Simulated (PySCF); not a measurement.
```
atom    x (Å)    y (Å)    z (Å)
   C   0.9507   0.4252   1.4603
   C   0.6646   0.2318   0.1821
   C   1.7000   0.3832  -0.9092
   F   2.9545   0.5063  -0.3804
   C  -0.6949  -0.1400  -0.2236
   C  -1.2119  -0.0347  -1.4441
   F  -0.5261   0.4024  -2.5147
   C  -1.5419  -0.7248   0.9116
   O  -1.4514  -0.0652   2.0655
   H   1.9118   0.7087   1.8474
   H   0.1139   0.2920   2.1782
   H   1.7118  -0.4931  -1.5663
   H   1.5106   1.2862  -1.5002
   H  -2.2282  -0.2884  -1.7066
   H  -1.2753  -1.7995   1.0109
   H  -2.5958  -0.6811   0.5776
```

Geometry: GFN2-xTB.

The calculation used PySCF 2.14.0, density-fitted response routines, UKS B3LYP, pcH-1 on C F H O, non-relativistic, mean-field spin-orbit, GIAO.

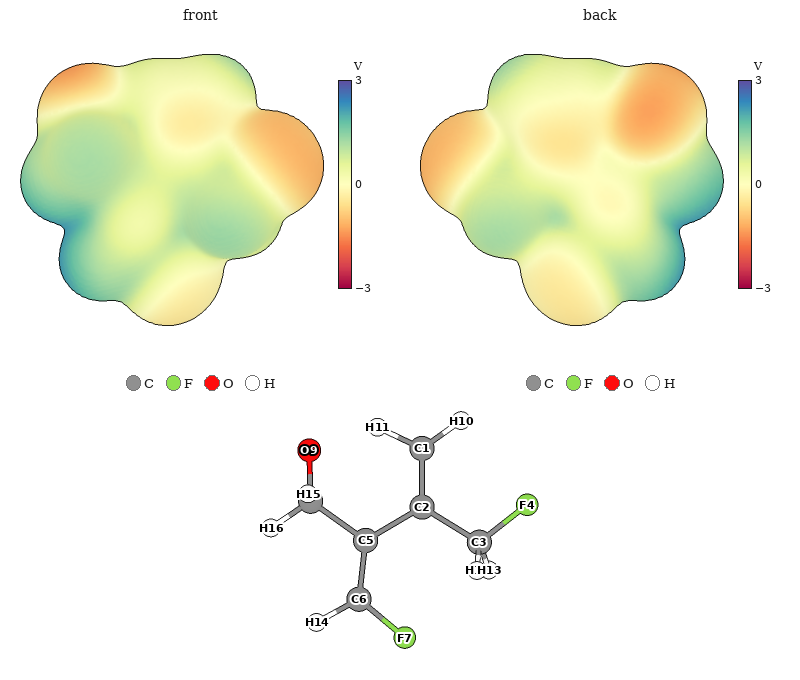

C6H7F2O (SMILES C=C(CF)/C(=C\F)C[O]) (doublet). The molecular electrostatic potential painted on the density surface at 0.004 e/bohr³, seen from the front and from behind; the colour scale runs from red (negative) to blue (positive). The bare structure is drawn below in the same view.

Where is the surface potential most negative and most positive?

The most negative region (about −1.3 V, or −30 kcal/mol for a unit charge) lies over O9, the most positive (about +2.2 V, or +51 kcal/mol for a unit charge) over H14 and H16. O9 is the likeliest acceptor of a hydrogen bond.
